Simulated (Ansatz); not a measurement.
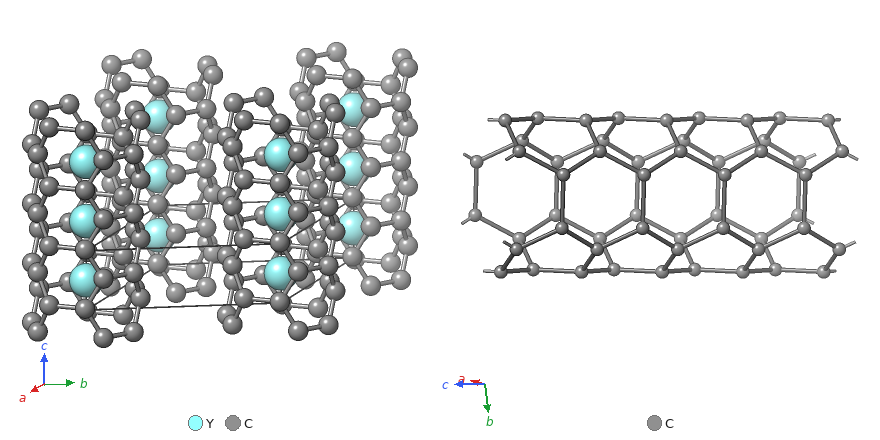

Left: the structure. Right: its underlying net. Nodes are coloured by element. One chain is drawn. Edges to nodes outside the piece are drawn as stubs.

System YC12 (space group P-31m, No. 162); source of the atomic positions: coordinates from a relaxation with DFT PBE, scalar-relativistic, plane waves, PAW (Ansatz 0.2.0); the starting structure was generated, so it need not be a known form of this composition.

Bonds are taken as C–C below 1.8 Å; Y is left out of the net, as the electropositive filling of the structure; no other contact counts. The graph is simplified in the usual way: terminal and isolated atoms are pruned, two-connected atoms become edges.

The result is a uninodal 3-connected, one-periodic (chains) net: C is a 3-connected node. 

```
node  links  point symbol  coordination sequence
   C      3           6^3            3 6 9 12 15
```
